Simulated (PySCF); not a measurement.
**C2HAlClF (SMILES C#[C][Al]([F])[Cl]) at CCSD(T)/ANO-RCC-VDZ (sfX2C)**

Aim: the vertical ionisation energy of C2HAlClF at CCSD(T)/ANO-RCC-VDZ (sfX2C), from 2 runs. 

The calculation is run with PySCF 2.14.0.

## Step 1: The structure to begin with

C2HAlClF has 6 atoms, charge 0, and is taken as a singlet. SMILES: `C#[C][Al]([F])[Cl]`. Geometry: relaxed at PBE0-D4/def2-TZVP.

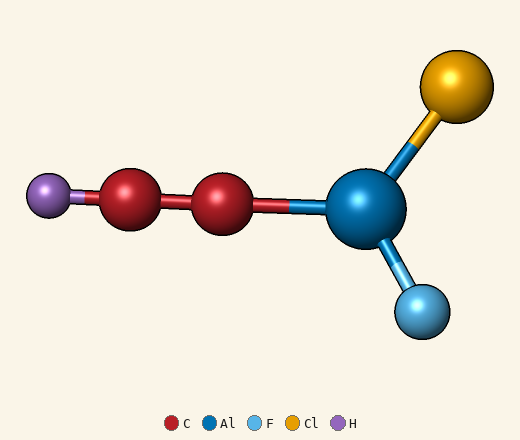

The structure, seen from a chosen angle (carbon red, aluminium blue, fluorine blue, chlorine amber, hydrogen purple).

## Step 2: A single-point energy at CCSD(T)/ANO-RCC-VDZ (sfX2C)

Input file job.py:

```python
# C#[C][Al]([F])[Cl]
from pyscf import gto, scf, cc

molecule = gto.M(
    atom='''
C    0.079200   0.550300   1.791600
C    0.021300   0.146100   0.654200
Al  -0.061900  -0.456300  -1.122700
F   -0.437800  -2.016700  -1.442100
Cl   0.311400   0.805300  -2.722900
H    0.130000   0.907400   2.795800
''',
    verbose=4,
    max_memory=1860,
    basis='ano-rcc-vdz',
)

mf = scf.RHF(molecule)
mf = mf.x2c()
mf.conv_tol = 1e-10
mf.kernel()
if not mf.converged:
    mf = mf.newton().run(mf.mo_coeff, mf.mo_occ)

mycc = cc.CCSD(mf, frozen=13)
mycc.kernel()
e_t = mycc.ccsd_t()
e_final = mycc.e_tot + e_t
print('Final energy', e_final)
```

Started as:

```
$ OMP_NUM_THREADS=1 python job.py
```

What it wrote:

```text
PySCF version 2.14.0

[INPUT] num. atoms = 6
[INPUT] num. electrons = 52
[INPUT] charge = 0
[INPUT] spin (= nelec alpha-beta = 2S) = 0
[INPUT] symmetry False subgroup None
[INPUT] Mole.unit = angstrom
[INPUT] Symbol           X                Y                Z      unit          X                Y                Z       unit  Magmom
[INPUT]  1 C      0.079200000000   0.550300000000   1.791600000000 AA    0.149666309066   1.039916286348   3.385633324771 Bohr   0.0
[INPUT]  2 C      0.021300000000   0.146100000000   0.654200000000 AA    0.040251166453   0.276088986799   1.236258830690 Bohr   0.0
[INPUT]  3 Al    -0.061900000000  -0.456300000000  -1.122700000000 AA   -0.116974047111  -0.862282030639  -2.121595520049 Bohr   0.0
[INPUT]  4 F     -0.437800000000  -2.016700000000  -1.442100000000 AA   -0.827322097335  -3.811010675410  -2.725174044235 Bohr   0.0
[INPUT]  5 Cl     0.311400000000   0.805300000000  -2.722900000000 AA    0.588460715190   1.521796448112  -5.145535264578 Bohr   0.0
[INPUT]  6 H      0.130000000000   0.907400000000   2.795800000000 AA    0.245664396193   1.714737485430   5.283296299059 Bohr   0.0

nuclear repulsion = 223.168863960022
number of shells = 11
number of NR pGTOs = 237
number of NR cGTOs = 55
basis = ano-rcc-vdz
ecp = {}

******** <class 'pyscf.x2c.sfx2c1e.sfX2C1eRHF'> ********
method = sfX2C1eRHF
initial guess = minao
damping factor = 0
level_shift factor = 0
DIIS = <class 'pyscf.scf.diis.CDIIS'>
diis_start_cycle = 1
diis_space = 8
diis_damp = 0
SCF conv_tol = 1e-10
SCF conv_tol_grad = None
SCF max_cycles = 50
direct_scf = True
direct_scf_tol = 1e-13

******** <class 'pyscf.x2c.sfx2c1e.SpinFreeX2CHelper'> ********
approx = 1e
xuncontract = 1
Set gradient conv threshold to 1e-05
Initial guess from minao.
init E= -879.706559597407
  HOMO = -0.314550830972743  LUMO = 0.0177899834174706  gap/eV = 9.04345
cycle= 1 E= -879.127198240596  delta_E= 0.579  |g|= 0.528  |ddm|= 3.41
  HOMO = -0.454966541552857  LUMO = 0.0221835892606679  gap/eV = 12.98392
cycle= 2 E= -879.182832225315  delta_E= -0.0556  |g|= 0.347  |ddm|=  1.1
  HOMO = -0.446758478669953  LUMO = 0.0287755525578293  gap/eV = 12.93994
cycle= 3 E= -879.20434971537  delta_E= -0.0215  |g|= 0.046  |ddm|= 0.232
  HOMO = -0.440306128582632  LUMO = 0.0370076571774169  gap/eV = 12.98837
cycle= 4 E= -879.205165660312  delta_E= -0.000816  |g|= 0.0113  |ddm|= 0.102
  HOMO = -0.441171962876354  LUMO = 0.0362585964430737  gap/eV = 12.99155
cycle= 5 E= -879.20521682369  delta_E= -5.12e-05  |g|= 0.00254  |ddm|= 0.0236
  HOMO = -0.440956493141697  LUMO = 0.035928195586548  gap/eV = 12.97669
cycle= 6 E= -879.205222137696  delta_E= -5.31e-06  |g|= 0.000941  |ddm|= 0.00681
  HOMO = -0.440921996431024  LUMO = 0.0359891597417383  gap/eV = 12.97741
cycle= 7 E= -879.205223374106  delta_E= -1.24e-06  |g|= 0.000482  |ddm|= 0.00322
  HOMO = -0.440892680762856  LUMO = 0.0360251197889525  gap/eV = 12.97759
cycle= 8 E= -879.205223839072  delta_E= -4.65e-07  |g|= 0.000214  |ddm|= 0.00233
  HOMO = -0.44092004114243  LUMO = 0.0360337984298926  gap/eV = 12.97858
cycle= 9 E= -879.205223943322  delta_E= -1.04e-07  |g|= 5.06e-05  |ddm|= 0.00145
  HOMO = -0.440921282169913  LUMO = 0.0360353331040573  gap/eV = 12.97865
cycle= 10 E= -879.20522394671  delta_E= -3.39e-09  |g|= 2.77e-05  |ddm|= 0.000258
  HOMO = -0.440923361247482  LUMO = 0.0360364543671481  gap/eV = 12.97874
cycle= 11 E= -879.205223946991  delta_E= -2.81e-10  |g|= 6.18e-06  |ddm|= 5.53e-05
  HOMO = -0.440924342099444  LUMO = 0.0360363915206108  gap/eV = 12.97876
cycle= 12 E= -879.205223947007  delta_E= -1.59e-11  |g|= 2.44e-06  |ddm|= 1.37e-05
  HOMO = -0.440923945906228  LUMO = 0.0360364810360281  gap/eV = 12.97875
Extra cycle  E= -879.205223947008  delta_E= -1.82e-12  |g|= 1.52e-06  |ddm|= 3.55e-06
converged SCF energy = -879.205223947008

******** <class 'pyscf.cc.ccsd.CCSD'> ********
CC2 = 0
CCSD nocc = 13, nmo = 42
frozen orbitals 13
max_cycle = 50
direct = 0
conv_tol = 1e-07
conv_tol_normt = 1e-05
diis_space = 6
diis_start_cycle = 0
diis_start_energy_diff = 1e+09
Init t2, MP2 energy = -879.574119025719  E_corr(MP2) -0.368895078711013
Init E_corr(CCSD) = -0.36889507871162
cycle = 1  E_corr(CCSD) = -0.357475342141578  dE = 0.0114197366  norm(t1,t2) = 0.074727
cycle = 2  E_corr(CCSD) = -0.373000732977207  dE = -0.0155253908  norm(t1,t2) = 0.0264252
cycle = 3  E_corr(CCSD) = -0.373473809672543  dE = -0.000473076695  norm(t1,t2) = 0.0137866
cycle = 4  E_corr(CCSD) = -0.376614590709897  dE = -0.00314078104  norm(t1,t2) = 0.00690768
cycle = 5  E_corr(CCSD) = -0.376984082738075  dE = -0.000369492028  norm(t1,t2) = 0.00183009
cycle = 6  E_corr(CCSD) = -0.376891022345609  dE = 9.30603925e-05  norm(t1,t2) = 0.000743401
cycle = 7  E_corr(CCSD) = -0.376871121073357  dE = 1.99012723e-05  norm(t1,t2) = 0.00017415
cycle = 8  E_corr(CCSD) = -0.376881934369302  dE = -1.08132959e-05  norm(t1,t2) = 6.82164e-05
cycle = 9  E_corr(CCSD) = -0.376884948498207  dE = -3.01412891e-06  norm(t1,t2) = 2.86746e-05
cycle = 10  E_corr(CCSD) = -0.376884860745945  dE = 8.77522618e-08  norm(t1,t2) = 8.74586e-06
CCSD converged
E(CCSD) = -879.5821088077544  E_corr = -0.3768848607459454
CCSD(T) correction = -0.0126349000382061
Final energy -879.5947437077925
```

Wall time 7.2 s (1 thread of Arm Neoverse V1, shared host); peak memory 0.16 GiB.

## Step 3: The doublet cation at the same level

Input file job.py:

```python
from pyscf import gto, scf, cc

mol = gto.M(
    atom=[
    ('C', (0.079200, 0.550300, 1.791600)),
    ('C', (0.021300, 0.146100, 0.654200)),
    ('Al', (-0.061900, -0.456300, -1.122700)),
    ('F', (-0.437800, -2.016700, -1.442100)),
    ('Cl', (0.311400, 0.805300, -2.722900)),
    ('H', (0.130000, 0.907400, 2.795800)),
],
    verbose=3,
    max_memory=1860,
    spin=1,
    charge=1,
    basis='ano-rcc-vdz',
)

mf = scf.UHF(mol)
mf = mf.sfx2c1e()
mf.conv_tol = 1e-10
mf.kernel()
if not mf.converged:
    mf = mf.newton().run(mf.mo_coeff, mf.mo_occ)

mycc = cc.CCSD(mf, frozen=13)
mycc.kernel()
e_t = mycc.ccsd_t()
etot = mycc.e_tot + e_t
print('Final energy', etot)
```

Started as:

```
$ OMP_NUM_THREADS=1 python job.py
```

What it wrote:

```text
converged SCF energy = -878.815153710667  <S^2> = 0.75406753  2S+1 = 2.0040634
E(UCCSD) = -879.1606087390785  E_corr = -0.3454550284119025
UCCSD(T) correction = -0.0106449278665362
Final energy -879.1712536669451
```

Run time: 28 s. Hardware: 1 thread of Arm Neoverse V1, shared host; peak memory 0.24 GiB.

## Step 4: What came out

At CCSD(T)/ANO-RCC-VDZ (sfX2C), 13 core orbitals frozen:

```
                                                                  quantity          value
                                            singlet C2HAlClF: total energy  -879.59474 Eh
                    singlet C2HAlClF: dipole moment (Hartree–Fock density)         3.58 D
                     singlet C2HAlClF: HOMO energy (Hartree–Fock orbitals)      -12.00 eV
                     singlet C2HAlClF: LUMO energy (Hartree–Fock orbitals)        0.98 eV
                   singlet C2HAlClF: HOMO–LUMO gap (Hartree–Fock orbitals)       12.98 eV
            singlet C2HAlClF: correlation energy (13 core orbitals frozen)     -389.5 mEh
                                          singlet C2HAlClF: (T) correction     -12.63 mEh
                                           singlet C2HAlClF: T1 diagnostic          0.015
                                              doublet cation: total energy  -879.17125 Eh
doublet cation: HOMO energy (Hartree–Fock orbitals) (highest over α and β)      -17.54 eV
 doublet cation: LUMO energy (Hartree–Fock orbitals) (lowest over α and β)       -9.37 eV
              doublet cation: correlation energy (13 core orbitals frozen)     -356.1 mEh
                                            doublet cation: (T) correction     -10.64 mEh
                         doublet cation: ⟨S²⟩ of the reference determinant          0.754
                                             doublet cation: T1 diagnostic          0.035
                        vertical ionisation energy (to the doublet cation)      11.524 eV
```

What this shows: Removing an electron at fixed nuclei costs 11.52 eV (266 kcal/mol). Mulliken charges (singlet C2HAlClF) of the mean-field density run from -0.72 on F4 to +1.69 on Al3; they depend strongly on the basis. The triples (singlet C2HAlClF) make up 3.2 % of the correlation energy. The triples (doublet cation) make up 3.0 % of the correlation energy.
